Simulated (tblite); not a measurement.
**C$_{5}$H$_{10}$NSi: geometry relaxation (part 1 of 2)**

System: C$_{5}$H$_{10}$NSi, multiplicity 2.
Method: GFN2-xTB geometry optimisation, gas phase (tblite 0.8.0).

It belongs to a series of runs on one base structure; here: H removed from sp2 C.

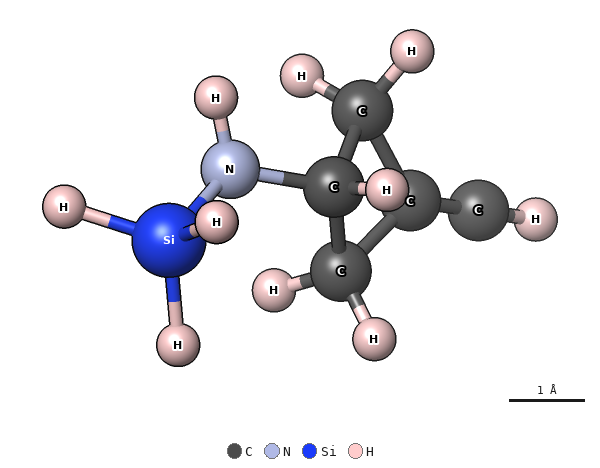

Fig. 1: The structure as given in the input (ball-and-stick view, seen at a tilt). Bond lengths as drawn: C–C 1.27 to 1.56 Å, C–H 1.07 to 1.10 Å, C–N 1.47 Å, H–N 1.01 Å, H–Si 1.47 to 1.49 Å and N–Si 1.71 Å.

The input
```
{"job": {"kind": "relax", "xc": "GFN2-xTB", "basis": "xTB"}, "charge": 0, "multiplicity": 2}
C     -3.212100    -0.195800    -0.166500
C     -1.952700    -0.212000     0.017400
C     -0.743000     0.386300    -0.701100
C     -0.038000     0.218300     0.653900
N      1.297400    -0.377900     0.487100
Si     2.670300     0.514000     0.008000
C     -1.039900    -0.909500     1.034700
H     -4.268000    -0.170300    -0.323400
H     -0.840300     1.428400    -1.026500
H     -0.379000    -0.208400    -1.538500
H     -0.084200     1.079900     1.329200
H      1.577300    -0.962500     1.265700
H      2.348500     1.255400    -1.219800
H      3.782000    -0.451200    -0.190900
H      2.989900     1.446200     1.123800
H     -0.758000    -1.936600     0.786600
H     -1.357200    -0.892100     2.089000
```

The first line tells a small driver script what to run in tblite; the rest is the geometry in Å.

Launch command:
```bash
OMP_NUM_THREADS=1 python <driver script> task.json out
```

The program's output
```
step      E/eV     max force
  0    -552.97315    3.014
  1    -553.14670    0.808
  2    -553.22178    0.778
  3    -553.27276    0.511
  4    -553.28978    0.404
  5    -553.30012    0.606
  6    -553.31205    0.386
  7    -553.32448    0.343
  8    -553.33274    0.205
  9    -553.33659    0.183
 10    -553.34132    0.181
 11    -553.34475    0.181
 12    -553.34769    0.112
 13    -553.35011    0.128
 14    -553.35254    0.136
 15    -553.35490    0.165
 16    -553.35703    0.129
 17    -553.35871    0.098
 18    -553.36010    0.095
 19    -553.36149    0.106
 20    -553.36305    0.102
 21    -553.36480    0.104
 22    -553.36680    0.139
 23    -553.36938    0.165
 24    -553.37302    0.190
 25    -553.37775    0.204
 26    -553.38340    0.205
 27    -553.39033    0.298
 28    -553.39783    0.353
 29    -553.39906    0.557
 30    -553.41114    0.301
 31    -553.41698    0.181
 32    -553.42223    0.141
 33    -553.42479    0.162
 34    -553.42845    0.199
 35    -553.43303    0.229
 36    -553.43793    0.201
 37    -553.44221    0.209
 38    -553.44533    0.135
 39    -553.44702    0.085
 40    -553.44789    0.078
 41    -553.44859    0.082
 42    -553.44945    0.085
 43    -553.45042    0.070
 44    -553.45126    0.111
 45    -553.45187    0.081
 46    -553.45245    0.070
 47    -553.45320    0.053
 48    -553.45376    0.053
 49    -553.45427    0.058
 50    -553.45477    0.065
 51    -553.45528    0.059
 52    -553.45575    0.048
 53    -553.45607    0.036
 54    -553.45626    0.034
 55    -553.45647    0.036
 56    -553.45677    0.055
 57    -553.45721    0.061
 58    -553.45771    0.065
 59    -553.45819    0.057
 60    -553.45867    0.052
 61    -553.45928    0.070
 62    -553.46016    0.088
 63    -553.46127    0.106
 64    -553.46233    0.086
 65    -553.46298    0.041
 66    -553.46329    0.033
 67    -553.46349    0.039
 68    -553.46370    0.039
 69    -553.46389    0.029
 70    -553.46406    0.027
 71    -553.46418    0.025
 72    -553.46430    0.024
 73    -553.46443    0.031
 74    -553.46459    0.032
 75    -553.46477    0.029
 76    -553.46496    0.031
 77    -553.46522    0.041
 78    -553.46559    0.048
 79    -553.46606    0.047
 80    -553.46654    0.055
 81    -553.46694    0.058
 82    -553.46724    0.045
 83    -553.46748    0.042
 84    -553.46769    0.034
 85    -553.46786    0.044
 86    -553.46801    0.038
 87    -553.46818    0.037
 88    -553.46835    0.040
 89    -553.46846    0.033
 90    -553.46856    0.027
 91    -553.46866    0.025
 92    -553.46878    0.026
 93    -553.46890    0.028
 94    -553.46897    0.017
 95    -553.46901    0.014
 96    -553.46904    0.015
 97    -553.46906    0.012
 98    -553.46909    0.012
 99    -553.46912    0.011
100    -553.46916    0.012
101    -553.46920    0.016
102    -553.46923    0.015
103    -553.46927    0.014
104    -553.46931    0.016
105    -553.46938    0.026
106    -553.46946    0.030
107    -553.46953    0.024
108    -553.46958    0.017
109    -553.46962    0.018
110    -553.46967    0.026
111    -553.46976    0.030
112    -553.46986    0.032
113    -553.46993    0.019
114    -553.46997    0.017
115    -553.47000    0.018
116    -553.47006    0.024
117    -553.47013    0.027
118    -553.47018    0.015
119    -553.47020    0.008
```

Trajectory as extended XYZ (Å, eV, eV/Å), 28 of the 120 frames kept, from step=0 to step=119
```
17
Properties=species:S:1:pos:R:3:forces:R:3 step=0 energy=-552.97315
C    -3.2121   -0.1958   -0.1665   -0.5650   0.0080  -0.1180
C    -1.9527   -0.2120    0.0174   -0.8130  -0.9930  -0.7080
C    -0.7430    0.3863   -0.7011   -0.3720   1.2470   0.6590
C    -0.0380    0.2183    0.6539    1.6340  -2.4740  -0.5430
N     1.2974   -0.3779    0.4871   -0.2360   0.2770   0.3760
Si    2.6703    0.5140    0.0080    0.6940   0.5750  -0.1510
C    -1.0399   -0.9095    1.0347   -0.2510   1.2230   0.8350
H    -4.2680   -0.1703   -0.3234    0.6370   0.0770   0.1550
H    -0.8403    1.4284   -1.0265   -0.1410  -0.1790  -0.0510
H    -0.3790   -0.2084   -1.5385    0.0980  -0.1290   0.4480
H    -0.0842    1.0799    1.3292    0.0230  -0.0990  -0.2590
H     1.5773   -0.9625    1.2657   -0.5180  -0.1480   0.0770
H     2.3485    1.2554   -1.2198    0.0390  -0.0890   0.1580
H     3.7820   -0.4512   -0.1909   -0.3670   0.2420   0.0720
H     2.9899    1.4462    1.1238    0.1870   0.0200  -0.3250
H    -0.7580   -1.9366    0.7866    0.0970   0.4600  -0.2890
H    -1.3572   -0.8921    2.0890   -0.1460  -0.0190  -0.3350
17
Properties=species:S:1:pos:R:3:forces:R:3 step=4 energy=-553.28978
C    -3.2322   -0.1982   -0.1738    0.2730  -0.0650  -0.0180
C    -1.9729   -0.2653   -0.0165   -0.1910   0.1580   0.0710
C    -0.7549    0.4091   -0.6683   -0.0140  -0.0610  -0.0770
C     0.0113    0.1454    0.6384   -0.1130   0.1750  -0.0930
N     1.3386   -0.3770    0.5009   -0.0640  -0.1340   0.0450
Si    2.7001    0.5463    0.0065   -0.0520   0.0160   0.0800
C    -1.0519   -0.8756    1.0497   -0.0110  -0.0600  -0.0330
H    -4.2653   -0.1648   -0.3197   -0.2090   0.0040  -0.0380
H    -0.8558    1.4355   -1.0231   -0.1000  -0.0690   0.2010
H    -0.3812   -0.2030   -1.4864    0.0750  -0.0690   0.0140
H    -0.0673    1.0339    1.2861    0.2320  -0.0340   0.0070
H     1.5411   -0.9864    1.2775    0.0020  -0.2170   0.0540
H     2.3500    1.2536   -1.2148   -0.0270   0.0660  -0.0690
H     3.7588   -0.4366   -0.1861    0.0600  -0.0230  -0.0070
H     3.0147    1.4612    1.1018    0.2630   0.3060  -0.0160
H    -0.7604   -1.8837    0.7698    0.0210  -0.1260  -0.0890
H    -1.3798   -0.8825    2.0867   -0.1480   0.1350  -0.0320
17
Properties=species:S:1:pos:R:3:forces:R:3 step=9 energy=-553.33659
C    -3.2424   -0.2099   -0.1888    0.0440   0.0020  -0.0140
C    -1.9864   -0.2565   -0.0129    0.0660  -0.0740  -0.0550
C    -0.7602    0.3995   -0.6680    0.0800  -0.0180   0.0500
C     0.0149    0.1362    0.6342   -0.0290   0.0740   0.0950
N     1.3449   -0.3996    0.5123    0.0470   0.0330  -0.0290
Si    2.6962    0.5569    0.0263    0.0290  -0.0030   0.0230
C    -1.0597   -0.8761    1.0455   -0.0380  -0.0070  -0.0130
H    -4.2811   -0.1638   -0.3232   -0.0270  -0.0140  -0.0160
H    -0.8823    1.4313   -0.9859    0.0220  -0.0130  -0.0280
H    -0.3678   -0.2159   -1.4768   -0.0660   0.0790  -0.0260
H    -0.0145    1.0257    1.2814   -0.0120  -0.0170   0.0120
H     1.5268   -1.0340    1.2795    0.0210  -0.0430  -0.1040
H     2.3455    1.2603   -1.2139   -0.0210  -0.0670   0.1510
H     3.7594   -0.4293   -0.1836   -0.0350   0.0710   0.0390
H     3.0789    1.5271    1.0765    0.0340  -0.0060  -0.1800
H    -0.7640   -1.8858    0.7533   -0.1060   0.0430   0.0910
H    -1.4151   -0.8541    2.0729   -0.0090  -0.0430   0.0040
17
Properties=species:S:1:pos:R:3:forces:R:3 step=13 energy=-553.35011
C    -3.2401   -0.2131   -0.1999    0.0250   0.0190  -0.0370
C    -1.9836   -0.2637   -0.0224   -0.0280   0.0300   0.0270
C    -0.7528    0.3979   -0.6611   -0.0710   0.0440  -0.0230
C     0.0159    0.1367    0.6455    0.0070  -0.0620  -0.0430
N     1.3472   -0.3994    0.5143   -0.0250   0.0140   0.0360
Si    2.6976    0.5568    0.0395    0.0020  -0.0120  -0.0290
C    -1.0677   -0.8732    1.0478    0.0090   0.0090   0.0600
H    -4.2822   -0.1684   -0.3277    0.0660  -0.0360  -0.0140
H    -0.8853    1.4276   -0.9773    0.0380   0.0620  -0.0150
H    -0.3723   -0.2052   -1.4827    0.0450   0.0240   0.0040
H    -0.0003    1.0265    1.2905   -0.0780  -0.0260   0.0150
H     1.5286   -1.0634    1.2540    0.0100  -0.0630  -0.0490
H     2.3350    1.2516   -1.1872   -0.0820   0.0360  -0.0920
H     3.7588   -0.4163   -0.1738    0.0800  -0.0720   0.0240
H     3.1132    1.5566    1.0317    0.0270   0.0610   0.0410
H    -0.7863   -1.8866    0.7671    0.0080  -0.0380   0.0380
H    -1.4325   -0.8525    2.0706   -0.0320   0.0100   0.0550
17
Properties=species:S:1:pos:R:3:forces:R:3 step=18 energy=-553.36010
C    -3.2314   -0.2080   -0.2224   -0.0180   0.0280  -0.0520
C    -1.9801   -0.2607   -0.0193    0.0420   0.0230  -0.0220
C    -0.7532    0.4061   -0.6570    0.0650  -0.0150   0.0380
C     0.0141    0.1292    0.6523    0.0020   0.0630   0.0010
N     1.3505   -0.3928    0.5222    0.0220   0.0210  -0.0010
Si    2.7032    0.5579    0.0371   -0.0120   0.0190  -0.0170
C    -1.0753   -0.8739    1.0603    0.0190  -0.0040  -0.0340
H    -4.2730   -0.1860   -0.3366   -0.0490  -0.0470   0.0020
H    -0.8758    1.4412   -0.9727    0.0120  -0.0510   0.0790
H    -0.3653   -0.1866   -1.4850   -0.0030   0.0090   0.0490
H    -0.0163    1.0167    1.3003    0.0030  -0.0080   0.0180
H     1.5306   -1.1047    1.2156   -0.0120  -0.0170  -0.0280
H     2.3028    1.2489   -1.1883    0.0020  -0.0420  -0.0110
H     3.7745   -0.4214   -0.1562   -0.0610   0.0420   0.0130
H     3.1417    1.5870    1.0023   -0.0390  -0.0630  -0.0220
H    -0.8034   -1.8948    0.7944    0.0030  -0.0100   0.0080
H    -1.4507   -0.8457    2.0818    0.0240   0.0530  -0.0220
17
Properties=species:S:1:pos:R:3:forces:R:3 step=22 energy=-553.36680
C    -3.2247   -0.1933   -0.2592    0.0430   0.0410  -0.0690
C    -1.9771   -0.2517   -0.0223   -0.0230  -0.0770  -0.0500
C    -0.7406    0.4103   -0.6429   -0.0920   0.0270  -0.0300
C     0.0183    0.1284    0.6639   -0.0230  -0.0280   0.0030
N     1.3568   -0.3828    0.5305   -0.0750  -0.0340   0.0250
Si    2.7013    0.5644    0.0275   -0.0680  -0.0380   0.0200
C    -1.0767   -0.8738    1.0622   -0.0140   0.0380   0.0370
H    -4.2738   -0.2182   -0.3402    0.1010  -0.0660   0.0690
H    -0.8642    1.4452   -0.9449    0.0240   0.0780  -0.0030
H    -0.3546   -0.1749   -1.4746    0.0270  -0.0170   0.0110
H    -0.0275    1.0108    1.3163    0.0790   0.0160   0.0420
H     1.5267   -1.1398    1.1754    0.0360   0.0080  -0.0030
H     2.2777    1.2344   -1.1997    0.0290  -0.0110  -0.0410
H     3.7696   -0.4159   -0.1399    0.0100  -0.0190  -0.0440
H     3.1497    1.5925    0.9793   -0.0270   0.0390   0.0360
H    -0.8127   -1.9027    0.8171   -0.0150   0.0470  -0.0270
H    -1.4552   -0.8210    2.0805   -0.0110  -0.0040   0.0230
17
Properties=species:S:1:pos:R:3:forces:R:3 step=26 energy=-553.38340
C    -3.2013   -0.1499   -0.3546   -0.0080  -0.0430  -0.0570
C    -1.9708   -0.2569   -0.0456    0.0250   0.1810   0.0920
C    -0.7364    0.4261   -0.6240    0.1760   0.0280   0.0530
C     0.0129    0.1315    0.6858    0.0030  -0.0430   0.1140
N     1.3464   -0.3781    0.5498    0.0650  -0.0250  -0.1200
Si    2.6751    0.5642    0.0149    0.1000   0.0240  -0.0100
C    -1.0867   -0.8627    1.0723   -0.1650  -0.0170  -0.0250
H    -4.2437   -0.3060   -0.3152    0.0490  -0.1100   0.1280
H    -0.8357    1.4724   -0.8942   -0.0760   0.0050  -0.1230
H    -0.3275   -0.1562   -1.4465    0.0410   0.0850  -0.0730
H    -0.0172    1.0032    1.3571    0.0260   0.0000  -0.0580
H     1.5303   -1.1939    1.1082   -0.0690  -0.0350   0.0970
H     2.2504    1.1998   -1.2354    0.0570  -0.0090   0.0440
H     3.7552   -0.4089   -0.1302   -0.0110  -0.0260  -0.0640
H     3.1391    1.6028    0.9538   -0.0930   0.0240  -0.0240
H    -0.8316   -1.8977    0.8458    0.0080   0.0370   0.0110
H    -1.4655   -0.7777    2.0870   -0.1280  -0.0750   0.0150
17
Properties=species:S:1:pos:R:3:forces:R:3 step=31 energy=-553.41698
C    -3.1879   -0.1400   -0.4012   -0.0170  -0.0200   0.0240
C    -1.9643   -0.2264   -0.0523    0.0450   0.0440  -0.0230
C    -0.7207    0.4420   -0.6171   -0.0440   0.0240  -0.0290
C     0.0115    0.1326    0.7007    0.0980   0.0400  -0.1080
N     1.3375   -0.4020    0.5337   -0.0100   0.0930  -0.0700
Si    2.6694    0.5553    0.0136   -0.0340  -0.0800   0.0030
C    -1.1110   -0.8488    1.0754    0.1640   0.0760  -0.0030
H    -4.2063   -0.3727   -0.2498   -0.0540  -0.1040   0.0880
H    -0.8385    1.4833   -0.9097    0.0560  -0.0240   0.0300
H    -0.3076   -0.1355   -1.4440    0.0260   0.0660   0.0260
H     0.0140    1.0078    1.3635   -0.0400   0.0030   0.0320
H     1.5230   -1.1877    1.1311   -0.0010  -0.1050   0.1250
H     2.2809    1.1867   -1.2468   -0.0180   0.0250   0.0100
H     3.7428   -0.4168   -0.1633    0.0370  -0.0240   0.0170
H     3.0829    1.5991    0.9670   -0.0250   0.0060  -0.0200
H    -0.8345   -1.8748    0.8361   -0.0910  -0.0280  -0.0040
H    -1.4980   -0.7901    2.0920   -0.0910   0.0080  -0.0980
17
Properties=species:S:1:pos:R:3:forces:R:3 step=35 energy=-553.43303
C    -3.1835   -0.1436   -0.4231   -0.0470  -0.0920   0.1570
C    -1.9579   -0.2024   -0.0647    0.0790  -0.0090  -0.0730
C    -0.7127    0.4623   -0.6156    0.0740   0.0360  -0.0070
C     0.0225    0.1426    0.6992   -0.1200  -0.0150   0.0620
N     1.3340   -0.4194    0.5282    0.0260  -0.0630   0.0760
Si    2.6640    0.5379    0.0081    0.0470   0.0200  -0.0230
C    -1.1081   -0.8281    1.0706   -0.1850  -0.0900  -0.1010
H    -4.1733   -0.4490   -0.1894    0.0560  -0.0290   0.0110
H    -0.8216    1.5021   -0.9064    0.0350   0.0840   0.0340
H    -0.2834   -0.1055   -1.4393   -0.0160   0.0070  -0.0290
H     0.0261    1.0088    1.3778    0.0320  -0.0190  -0.0460
H     1.5126   -1.1988    1.1468   -0.0360   0.1100  -0.0430
H     2.2872    1.1788   -1.2537   -0.0300  -0.0170   0.0240
H     3.7443   -0.4272   -0.1746    0.0140   0.0040   0.0470
H     3.0435    1.5998    0.9600    0.0090  -0.0530  -0.0370
H    -0.8624   -1.8632    0.8350    0.0150   0.0030  -0.0440
H    -1.5383   -0.7831    2.0696    0.0470   0.1250  -0.0080
17
Properties=species:S:1:pos:R:3:forces:R:3 step=40 energy=-553.44789
C    -3.1839   -0.1626   -0.4135   -0.0180  -0.0060  -0.0320
C    -1.9452   -0.1867   -0.0957   -0.0460  -0.0050   0.0380
C    -0.6967    0.4907   -0.6163   -0.0330  -0.0040  -0.0090
C     0.0186    0.1423    0.7022    0.0240  -0.0170  -0.0280
N     1.3297   -0.4260    0.5355   -0.0170  -0.0060  -0.0340
Si    2.6612    0.5211   -0.0020   -0.0220   0.0020   0.0200
C    -1.1255   -0.8219    1.0502    0.0370   0.0230   0.0200
H    -4.1397   -0.5324   -0.1354    0.0330  -0.0080   0.0070
H    -0.7888    1.5401   -0.8831   -0.0030   0.0060   0.0110
H    -0.2623   -0.0706   -1.4418    0.0020   0.0570  -0.0530
H     0.0331    1.0019    1.3873   -0.0170  -0.0200  -0.0010
H     1.4991   -1.2064    1.1501    0.0080   0.0180   0.0290
H     2.2713    1.1647   -1.2579   -0.0070  -0.0500  -0.0100
H     3.7531   -0.4355   -0.1616   -0.0210   0.0060   0.0220
H     3.0244    1.5932    0.9388    0.0500   0.0000   0.0180
H    -0.8900   -1.8622    0.8304    0.0190   0.0110   0.0050
H    -1.5654   -0.7377    2.0418    0.0100  -0.0060  -0.0030
17
Properties=species:S:1:pos:R:3:forces:R:3 step=44 energy=-553.45126
C    -3.1859   -0.1709   -0.4194    0.0930   0.0280  -0.0240
C    -1.9471   -0.1803   -0.0993    0.0340  -0.0330  -0.0130
C    -0.6993    0.4984   -0.6196    0.0160   0.0190  -0.0030
C     0.0178    0.1402    0.6953   -0.0130   0.0370   0.0180
N     1.3238   -0.4337    0.5271    0.0320  -0.0450   0.0010
Si    2.6560    0.5178    0.0021    0.0410   0.0140  -0.0140
C    -1.1270   -0.8173    1.0484   -0.0290  -0.0130  -0.0420
H    -4.1226   -0.5601   -0.1152   -0.1020  -0.0410   0.0180
H    -0.7835    1.5513   -0.8738   -0.0520   0.0350   0.0310
H    -0.2600   -0.0412   -1.4578   -0.0400  -0.0060  -0.0030
H     0.0342    0.9936    1.3868    0.0010   0.0380  -0.0010
H     1.4977   -1.1977    1.1621   -0.0040   0.0210   0.0190
H     2.2674    1.1439   -1.2613   -0.0090  -0.0120  -0.0120
H     3.7484   -0.4365   -0.1527    0.0060  -0.0240   0.0200
H     3.0328    1.5901    0.9390    0.0110  -0.0080   0.0020
H    -0.8898   -1.8576    0.8283   -0.0210   0.0130   0.0210
H    -1.5696   -0.7279    2.0388    0.0350  -0.0230  -0.0180
17
Properties=species:S:1:pos:R:3:forces:R:3 step=48 energy=-553.45376
C    -3.1863   -0.1773   -0.4133   -0.0160   0.0170  -0.0380
C    -1.9453   -0.1852   -0.1021   -0.0420   0.0090  -0.0020
C    -0.7021    0.5028   -0.6238   -0.0190   0.0110   0.0110
C     0.0189    0.1425    0.6888    0.0170  -0.0160  -0.0060
N     1.3246   -0.4382    0.5207   -0.0080   0.0460   0.0250
Si    2.6601    0.5175    0.0037    0.0010  -0.0340  -0.0060
C    -1.1241   -0.8179    1.0414    0.0370  -0.0040   0.0300
H    -4.1297   -0.5618   -0.1138    0.0150  -0.0140  -0.0050
H    -0.7957    1.5584   -0.8651   -0.0380   0.0110   0.0050
H    -0.2717   -0.0315   -1.4695   -0.0010   0.0160   0.0030
H     0.0325    0.9969    1.3808    0.0220   0.0020  -0.0150
H     1.4981   -1.1815    1.1807    0.0050   0.0220   0.0040
H     2.2658    1.1337   -1.2630    0.0070   0.0030   0.0070
H     3.7483   -0.4418   -0.1427    0.0260  -0.0290   0.0070
H     3.0448    1.5835    0.9450   -0.0060  -0.0010  -0.0190
H    -0.8870   -1.8576    0.8263    0.0110  -0.0320  -0.0130
H    -1.5583   -0.7306    2.0346   -0.0140  -0.0050   0.0130
17
Properties=species:S:1:pos:R:3:forces:R:3 step=53 energy=-553.45607
C    -3.1893   -0.1834   -0.4207    0.0190  -0.0110   0.0230
C    -1.9487   -0.1844   -0.1053    0.0190  -0.0030   0.0090
C    -0.7105    0.5144   -0.6246   -0.0030  -0.0060   0.0080
C     0.0192    0.1455    0.6822   -0.0180   0.0160   0.0110
N     1.3247   -0.4365    0.5206   -0.0070  -0.0050  -0.0080
Si    2.6683    0.5059    0.0023    0.0050  -0.0030  -0.0070
C    -1.1210   -0.8185    1.0371   -0.0230   0.0060  -0.0120
H    -4.1213   -0.5836   -0.1055   -0.0110  -0.0110  -0.0240
H    -0.8185    1.5730   -0.8511   -0.0020  -0.0190   0.0140
H    -0.2823   -0.0040   -1.4814    0.0000   0.0140   0.0130
H     0.0396    1.0003    1.3729   -0.0240   0.0030   0.0200
H     1.4983   -1.1589    1.2033   -0.0030  -0.0070   0.0040
H     2.2676    1.1183   -1.2632    0.0270   0.0020  -0.0120
H     3.7556   -0.4589   -0.1295   -0.0030  -0.0090   0.0000
H     3.0521    1.5762    0.9396    0.0060   0.0000  -0.0210
H    -0.8850   -1.8601    0.8214    0.0140   0.0300  -0.0130
H    -1.5558   -0.7331    2.0309    0.0030   0.0020  -0.0040
```
